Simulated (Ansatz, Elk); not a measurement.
## How far do independent atoms describe YAl2As2?

Structure refinements treat a crystal as free atoms side by side. For a made-up structure of YAl2As2 (cell and positions from a r2SCAN relaxation) the runs below show what the calculated density changes in F(hkl).

Main program and level: Elk 11.2.3 (patched build); DFT, PBE, all-electron APW+lo, Dirac cores, scalar-relativistic bands, static density, no spin.

The structure was built from a prototype and need not be the compound's stable phase.

### 1. The structure

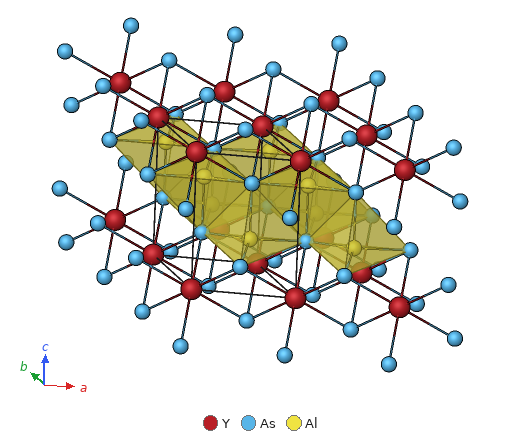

The cell as given, slightly off an axis (yttrium red, arsenic blue, aluminium yellow). 2×2×1 cells are drawn. Some periodic images of atoms are drawn too.

Coordinates:

```cif
data_structure
_symmetry_space_group_name_H-M 'P 1'
_symmetry_Int_Tables_number 1
_cell_length_a 4.4469
_cell_length_b 4.4469
_cell_length_c 6.1560
_cell_angle_alpha 90.000
_cell_angle_beta 90.000
_cell_angle_gamma 120.000
_cell_volume 105.43
loop_
_atom_site_label
_atom_site_type_symbol
_atom_site_fract_x
_atom_site_fract_y
_atom_site_fract_z
_atom_site_occupancy
Y1 Y 0.00000 0.00000 0.00000 1
As2 As 0.66667 0.33333 0.73100 1
As3 As 0.33333 0.66667 0.26900 1
Al4 Al 0.66667 0.33333 0.32515 1
Al5 Al 0.33333 0.66667 0.67485 1
```

### 2. Ground state and structure factors

An all-electron density is needed, since X-rays see the cores too. Task 0 finds the density and task 195 Fourier-transforms it; tshift is off so that phases refer to the origin typed.

The input, elk.in:

```
tasks
  0
  195

xctype
  20

spinpol
  .false.

rgkmax
  7.0

gmaxvr
  14.0

lmaxo
  7

lmaxapw
  8

swidth
  0.002

tshift
  .false.

ramdisk
  .false.

hmaxvr
  5.5

maxscl
  120

epspot
  1e-06

sppath
  './'

avec
  8.40342298671 0.00000000000 0.00000000000
  -4.20171149335 7.27757778524 -0.00000000000
  0.00000000000 -0.00000000000 11.63320006469

atoms
  3
  'Y.in'
  1
  0.0000000000 0.0000000000 -0.0000000000   0.000000 0.000000 0.000000
  'As.in'
  2
  0.6666666667 0.3333333333 0.7309956894   0.000000 0.000000 0.000000
  0.3333333333 0.6666666667 0.2690043106   0.000000 0.000000 0.000000
  'Al.in'
  2
  0.6666666667 0.3333333333 0.3251544528   0.000000 0.000000 0.000000
  0.3333333333 0.6666666667 0.6748455472   0.000000 0.000000 0.000000

ngridk
  6 6 4
```

Launch:

```console
$ OMP_NUM_THREADS=4 elk
```

Numbers of over 12 decimals in the logs are rounded to 6 here.

The program printed:

```text
┌─────────────────────────┐
│ Elk code version 11.2.3 │
└─────────────────────────┘

All units are atomic (Hartree, Bohr, etc.)

┌─────────────────────────────────────────────────┐
│ Ground-state run starting from atomic densities │
└─────────────────────────────────────────────────┘

Lattice vectors :
   8.403422987       0.000000000       0.000000000
  -4.201711493       7.277577785      -0.000000000
   0.000000000      -0.000000000       11.63320006

Reciprocal lattice vectors :
  0.7476935669      0.4316810821       0.000000000
  -0.000000000      0.8633621643       0.000000000
  -0.000000000       0.000000000      0.5401080762

Unit cell volume      :    711.4465495
Brillouin zone volume :   0.3486561480

Muffin-tin inner radius fraction :   0.1000000000E-01

Nuclei treated as point charges

Species : 1 (Y)
 parameters loaded from : Y.in
 name : yttrium
 nuclear charge    :   -39.00000000
 electronic charge :    39.00000000
 atomic mass :    162065.4503
 muffin-tin radius :    2.600000000
 number of radial points in muffin-tin :   1193
 inner part over the whole radius :   0.9871815862E-02
 number on inner part of muffin-tin    :    847
 approximate nuclear radius :   0.8135895711E-04
 number of mesh points to nuclear radius :    416
 atomic positions (lattice), magnetic fields (Cartesian) :
  1 :   0.00000000  0.00000000  0.00000000    0.00000000  0.00000000  0.00000000

Species : 2 (As)
 parameters loaded from : As.in
 name : arsenic
 nuclear charge    :   -33.00000000
 electronic charge :    33.00000000
 atomic mass :    136573.7220
 muffin-tin radius :    2.400000000
 number of radial points in muffin-tin :    993
 inner part over the whole radius :   0.9862024899E-02
 number on inner part of muffin-tin    :    702
 approximate nuclear radius :   0.7712558785E-04
 number of mesh points to nuclear radius :    341
 atomic positions (lattice), magnetic fields (Cartesian) :
  1 :  -0.33333333  0.33333333 -0.26900431    0.00000000  0.00000000  0.00000000
  2 :   0.33333333 -0.33333333  0.26900431    0.00000000  0.00000000  0.00000000

Species : 3 (Al)
 parameters loaded from : Al.in
 name : aluminium
 nuclear charge    :   -13.00000000
 electronic charge :    13.00000000
 atomic mass :    49184.33496
 muffin-tin radius :    2.200000000
 number of radial points in muffin-tin :    793
 inner part over the whole radius :   0.9821194981E-02
 number on inner part of muffin-tin    :    552
 approximate nuclear radius :   0.5839653600E-04
 number of mesh points to nuclear radius :    244
 atomic positions (lattice), magnetic fields (Cartesian) :
  1 :  -0.33333333  0.33333333  0.32515445    0.00000000  0.00000000  0.00000000
  2 :   0.33333333 -0.33333333 -0.32515445    0.00000000  0.00000000  0.00000000

Total number of atoms per unit cell :    5
Total muffin-tin volume :    278.6383244
 ratio of muffin-tin to unit cell volume :   0.3916503982

Spin treatment :
 spin-unpolarised

Number of Bravais lattice symmetries :   24
Number of crystal symmetries         :   12
Crystal has inversion symmetry
Real symmetric eigensolver will be used

k-point grid :      6     6     4
k-point offset :    0.000000000       0.000000000       0.000000000
k-point set is reduced with full crystal symmetry group
Total number of k-points :       24

Muffin-tin radius times maximum |G+k| :    7.000000000
 using average radius
Maximum |G+k| for APW functions       :    2.966101695
Maximum (1/2)|G+k|²                   :    4.398879632
Maximum |G| for potential and density :    14.00000000
Constant for pseudocharge density :    9
 order of it for each species :   16  16  16
 order of it for pair densities of each species (exact exchange by exxq0 0: 17) :   12  10   8
Radial integration step length :    1

G-vector grid sizes :     40    40    54
Number of G-vectors :    32961

Maximum angular momentum used for
 APW functions            :    8
 outer part of muffin-tin :    7
 inner part of muffin-tin :    2

Total nuclear charge    :   -131.0000000
[...]
electron entropic           :    -0.61036952462403E-03
 total energy                :     -8397.7622510819

Density of states at Fermi energy :    41.00775327
 (states/Hartree/unit cell)

Estimated indirect band gap :   0.4655114059E-02
 from k-point 9 to k-point 24
Estimated direct band gap   :   0.1605280475E-01
 at k-point 2

Charges :
 core                        :    72.00000000
 valence                     :    59.00000000
 interstitial                :    8.520057209
 muffin-tins (core leakage)
  species : 1 (Y)
   atom 1                    :    36.69829483     (  0.8850723709E-05)
  species : 2 (As)
[...]
species : 3 (Al)
[...]
total in muffin-tins        :    122.4799428
 total calculated charge     :    130.9983852
 total charge                :    131.0000000
 error                       :   0.1614798660E-02

RMS change in Kohn-Sham potential (target) :   0.4118275302     (  0.1000000000E-05)
Absolute change in total energy (target)   :    3.152491005     (  0.1000000000E-03)

[... loops 3 to 13 left out ...]

┌──────────────────┐
│ Loop number : 14 │
└──────────────────┘

Energies :
 Fermi                       :     0.280768
 sum of occupied eigenvalues :     -4868.2934295311
 electron kinetic            :      8603.3467283972
 core electron kinetic       :      8057.8465002495
 Coulomb                     :     -16682.161609964
 Coulomb potential           :     -13062.235087798
 nuclear-nuclear             :     -1014.2425365930
 electron-nuclear            :     -18293.177058803
 Hartree                     :      2625.2579854326
 Madelung                    :     -10151.044066065
 xc potential                :     -409.40507013069
 exchange                    :     -308.57026373310
 correlation                 :     -6.242446
 electron entropic           :    -0.66989609696479E-03
 total energy                :     -8393.6282613139

Density of states at Fermi energy :    47.57616713
 (states/Hartree/unit cell)

Estimated indirect band gap :   0.4018623516E-02
 from k-point 9 to k-point 13
Estimated direct band gap   :   0.1377388460E-01
 at k-point 2

Charges :
 core                        :    72.00000000
 valence                     :    59.00000000
 interstitial                :    8.520139033
 muffin-tins (core leakage)
  species : 1 (Y)
[...]
species : 2 (As)
[...]
species : 3 (Al)
[...]
total in muffin-tins        :    122.4798610
 total calculated charge     :    130.9984092
 total charge                :    131.0000000
 error                       :   0.1590825583E-02

RMS change in Kohn-Sham potential (target) :   0.1209599569E-06 (  0.1000000000E-05)
Absolute change in total energy (target)   :   0.6127700726E-04 (  0.1000000000E-03)

Convergence targets achieved

┌──────────────────┐
│ Loop number : 15 │
└──────────────────┘

Energies :
 Fermi                       :     0.280768
 sum of occupied eigenvalues :     -4868.2934256558
 electron kinetic            :      8603.3467321347
 core electron kinetic       :      8057.8465035843
 Coulomb                     :     -16682.161611473
 Coulomb potential           :     -13062.235088747
 nuclear-nuclear             :     -1014.2425365930
 electron-nuclear            :     -18293.177060744
 Hartree                     :      2625.2579858638
 Madelung                    :     -10151.044067099
 xc potential                :     -409.40506904308
 exchange                    :     -308.57026375456
 correlation                 :     -6.242446
 electron entropic           :    -0.66989630057072E-03
 total energy                :     -8393.6282591090

Density of states at Fermi energy :    47.57618491
 (states/Hartree/unit cell)

Estimated indirect band gap :   0.4018626746E-02
 from k-point 9 to k-point 13
Estimated direct band gap   :   0.1377388477E-01
 at k-point 2

Charges :
 core                        :    72.00000000
 valence                     :    59.00000000
 interstitial                :    8.520138923
 muffin-tins (core leakage)
  species : 1 (Y)
[...]
species : 2 (As)
[...]
atom 2                    :    31.62102491     (  0.1439955709E-03)
  species : 3 (Al)
   atom 1                    :    11.21173353     (  0.4687460311E-03)
   atom 2                    :    11.21173353     (  0.4687460311E-03)
 total in muffin-tins        :    122.4798611
 total calculated charge     :    130.9984092
 total charge                :    131.0000000
 error                       :   0.1590825705E-02

┌──────────────────────────────┐
│ Self-consistent loop stopped │
└──────────────────────────────┘

Warning : core states of species 2 leak from the muffin-tin :   0.1439955709E-03

Warning : core states of species 3 leak from the muffin-tin :   0.4687460311E-03

Wrote STATE.OUT
```

Run time: 27 s. Hardware: 4 threads of Arm Neoverse V2, shared host; peak memory 0.21 GiB.

SFACRHO.OUT:

```text

h k l indices transformed by vhmat matrix:
   1.000000000       0.000000000       0.000000000    
   0.000000000       1.000000000       0.000000000    
   0.000000000       0.000000000       1.000000000    

      h      k      l  multipl.   |H|            Re(F)            Im(F)           |F|

      0      0      0      1   0.0000000       131.00000      0.50353542E-16   131.00000    
      0      0      1      2  0.54010808       18.327723      -0.0000000       18.327723    
      0      1      0      6  0.86336216      -5.9756898      0.12341630E-14   5.9756898    
     -1      0      1      6   1.0183864       73.870047      0.19746609E-13   73.870047    
      0      1     -1      6   1.0183864       7.5106275      0.10876062E-13   7.5106275    
      0      0      2      2   1.0802162      -33.534403     -0.22214935E-13   33.534403    
     -1      0     -2      6   1.3828453       58.754606      -0.0000000       58.754606    
      1     -1      2      6   1.3828453       62.603820      0.98733043E-14   62.603820    
      1     -2      0      6   1.4953871       97.558421     -0.78122371E-16   97.558421    
      1      1     -1     12   1.5899369       15.187042      0.61708152E-14   15.187042    
      0      0     -3      2   1.6203242       62.518462     -0.14655686E-13   62.518462    
     -2      2      0      6   1.7267243      -4.0710716      -0.0000000       4.0710716    
      0      2      1      6   1.8092246       6.2050912      0.50909225E-14   6.2050912    
      0      2     -1      6   1.8092246       62.041492     -0.13575793E-13   62.041492    
      1      0     -3      6   1.8359861      -24.473660      0.41961543E-13   24.473660    
      0     -1      3      6   1.8359861       46.963362      0.24683261E-13   46.963362    
     -1     -1     -2     12   1.8447356      -27.316829      0.11107467E-13   27.316829    
      2      0     -2      6   2.0367729       50.785027     -0.27151587E-13   50.785027
```

Elk indexes on the primitive cell of elk.in and gives |H| = 4π sin θ/λ in inverse bohr. Below, one row stands for each form hkl of the conventional cell (m members, Friedel mates merged), F is for one primitive cell and the density is static (no thermal factor). Free-atom factors are Waasmaier and Kirfel's, and R is Σm||F|−|F'||/Σm|F|.

```csv
hkl,m,sin θ/λ (Å⁻¹),"abs F, DFT",neutral atoms,diff.
001,2,0.081,18.328,18.246,+0.082
100,6,0.130,5.976,5.838,+0.138
011,6,0.153,73.870,73.656,+0.215
101,6,0.153,7.511,7.624,-0.113
002,2,0.162,33.534,33.139,+0.395
102,6,0.208,58.755,58.716,+0.039
012,6,0.208,62.604,62.842,-0.238
110,6,0.225,97.558,97.730,-0.171
111,12,0.239,15.187,15.236,-0.049
003,2,0.244,62.519,62.917,-0.398
200,6,0.260,4.071,4.302,-0.231
021,6,0.272,6.205,6.115,+0.090
201,6,0.272,62.041,62.163,-0.121
013,6,0.276,24.474,24.835,-0.361
103,6,0.276,46.963,47.111,-0.148
112,12,0.277,27.317,27.761,-0.444
022,6,0.306,50.785,51.005,-0.221
202,6,0.306,54.260,54.428,-0.169
```

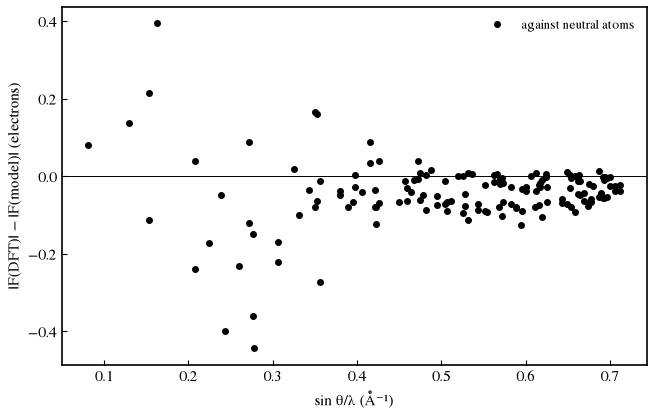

Difference between the calculated structure factors and the independent-atom ones.

### 3. The highest occupied states alone

An energy window below the Fermi level keeps the highest occupied states, to see at which angles they scatter; shallow core shells can lie inside it and anion s states outside. No new self-consistency is needed.

Changes to elk.in since step 2:

```diff
@@ -1,3 +1,2 @@
 tasks
-  0
   195
@@ -40,2 +39,5 @@
 
+wsfac
+  -0.160220 0.580770
+
 sppath
```

Launch:

```console
$ OMP_NUM_THREADS=4 elk
```

The program printed:

```text
┌─────────────────────────────────┐
│ Elk code version 11.2.3 started │
└─────────────────────────────────┘

Info(readinput): the functional depends on the density's gradient
 muffin-tin radial points multiplied by    2.00000
 (not where nrmtscf is given)

┌────────────────────┐
│ Current task : 195 │
└────────────────────┘

Info(sfacrho): density structure factors written to SFACRHO.OUT

 Energy window :  -0.1602200000      0.5807700000

┌──────────────────┐
│ Elk code stopped │
└──────────────────┘
```

It took 11 s on 4 threads; peak memory 0.16 GiB.

States within 12 eV below the Fermi level hold 17.01 electrons; any levels below the window count with the cores. Their amplitudes can exceed the total, where window and core parts have opposite phase:

```csv
hkl,sin θ/λ (Å⁻¹),"abs F, window","abs F, all"
001,0.081,0.626,18.328
100,0.130,2.418,5.976
011,0.153,2.373,73.870
101,0.153,0.989,7.511
002,0.162,3.203,33.534
102,0.208,0.766,58.755
012,0.208,0.505,62.604
110,0.225,0.804,97.558
111,0.239,0.005,15.187
003,0.244,0.206,62.519
```

### 4. Another functional

The difference from free atoms is small, so it is set against the change that LDA (Perdew-Wang) makes.

Changes to elk.in since step 3:

```diff
@@ -1,2 +1,3 @@
 tasks
+  0
   195
@@ -4,3 +5,3 @@
 xctype
-  20
+  3
 
@@ -39,5 +40,2 @@
 
-wsfac
-  -0.160220 0.580770
-
 sppath
```

Launch:

```console
$ OMP_NUM_THREADS=4 elk
```

The program printed:

```text
┌─────────────────────────┐
│ Elk code version 11.2.3 │
└─────────────────────────┘

All units are atomic (Hartree, Bohr, etc.)

┌─────────────────────────────────────────────────┐
│ Ground-state run starting from atomic densities │
└─────────────────────────────────────────────────┘

Lattice vectors :
   8.403422987       0.000000000       0.000000000
  -4.201711493       7.277577785      -0.000000000
   0.000000000      -0.000000000       11.63320006

Reciprocal lattice vectors :
  0.7476935669      0.4316810821       0.000000000
[...]
species : 3 (Al)
   atom 1                    :    11.22630852     (  0.4958512727E-03)
   atom 2                    :    11.22630852     (  0.4958512727E-03)
 total in muffin-tins        :    122.5531034
 total calculated charge     :    130.9983477
 total charge                :    131.0000000
 error                       :   0.1652321560E-02

┌──────────────────────────────┐
│ Self-consistent loop stopped │
└──────────────────────────────┘

Warning : core states of species 2 leak from the muffin-tin :   0.1421830005E-03

Warning : core states of species 3 leak from the muffin-tin :   0.4958512727E-03

Wrote STATE.OUT
[key lines of the parts left out:]
total energy                :     -8381.9923947438
```

It took 16 s on 4 threads; peak memory 0.16 GiB.

Against the first run R = 0.07 %; the largest change is -0.062 at 205.

### 5. Basis size

The basis and the expansions that go with it are enlarged, to see whether the differences are converged.

Changes to elk.in since step 4:

```diff
@@ -5,3 +5,3 @@
 xctype
-  3
+  20
 
@@ -11,12 +11,12 @@
 rgkmax
-  7.0
+  8.5
 
 gmaxvr
-  14.0
+  18.0
 
 lmaxo
-  7
+  9
 
 lmaxapw
-  8
+  10
```

Launch:

```console
$ OMP_NUM_THREADS=4 elk
```

The program printed:

```text
┌─────────────────────────┐
│ Elk code version 11.2.3 │
└─────────────────────────┘

All units are atomic (Hartree, Bohr, etc.)

┌─────────────────────────────────────────────────┐
│ Ground-state run starting from atomic densities │
└─────────────────────────────────────────────────┘

Lattice vectors :
   8.403422987       0.000000000       0.000000000
  -4.201711493       7.277577785      -0.000000000
   0.000000000      -0.000000000       11.63320006

Reciprocal lattice vectors :
  0.7476935669      0.4316810821       0.000000000
[...]
species : 3 (Al)
   atom 1                    :    11.21252579     (  0.4686422583E-03)
   atom 2                    :    11.21252579     (  0.4686422583E-03)
 total in muffin-tins        :    122.4884624
 total calculated charge     :    130.9987865
 total charge                :    131.0000000
 error                       :   0.1213471399E-02

┌──────────────────────────────┐
│ Self-consistent loop stopped │
└──────────────────────────────┘

Warning : core states of species 2 leak from the muffin-tin :   0.1439045840E-03

Warning : core states of species 3 leak from the muffin-tin :   0.4686422583E-03

Wrote STATE.OUT
[key lines of the parts left out:]
total energy                :     -8393.6350134676
```

Elapsed: 68 s, on 4 threads; peak memory 0.42 GiB; 2.9 min of CPU time.

Against the first run R = 0.00 %; the largest change is -0.005 at 015.

### 6. Settings against the effect

```
                              run  R against the first run (%)  R against neutral atoms, low angle (%)  wall time
                    PBE, rgkmax 7                         0.00                                    0.55       27 s
                LDA (Perdew-Wang)                         0.07                                    0.54       16 s
rgkmax 8.5 with larger expansions                         0.00                                    0.55       68 s
```

### 7. Outcome

| Property | Result |
| --- | --- |
| R against neutral atoms, sin θ/λ < 0.3 Å⁻¹ | 0.55 % |
| R against neutral atoms, 0.3 to 0.71 Å⁻¹ | 0.19 % |

In words: Independent neutral atoms miss the calculated amplitudes by R = 0.55 % below 0.3 Å⁻¹ and 0.19 % from there to 0.71 Å⁻¹; by shells, 1.37 % below 0.15 Å⁻¹ (2 forms), 0.53 % 0.15 to 0.3 (14 forms), 0.24 % 0.3 to 0.45 (27 forms), 0.18 % above 0.45 (106 forms). Bonding, aspherical density and the tables' own atoms all enter these figures, and the runs don't part them. The largest change of an amplitude is -0.44 electrons, at 112. The window's part falls from 17.0 electrons at the origin to at most 0.28 between 0.45 and 0.71 Å⁻¹. Below 0.3 Å⁻¹ the changes that finished (LDA (Perdew-Wang) and rgkmax 8.5 with larger expansions) move F by R = 0.03 % at most, against the 0.55 % that separates it from free atoms. The k-mesh has no finished test. Part of the difference isn't bonding: the tables are fits to free atoms and ions calculated by other methods than this functional. Thermal motion, anomalous dispersion and extinction are left out.

[Logs are printed without paths, hosts, clocks, repeated set-up lines and the standing remarks that a program may print on its own settings, such as how far it seeks lower states.]

[Hosts, paths, dates, database ids (printed as entryN), source tags and the programs' standing remarks are cut or masked in the printed files.]
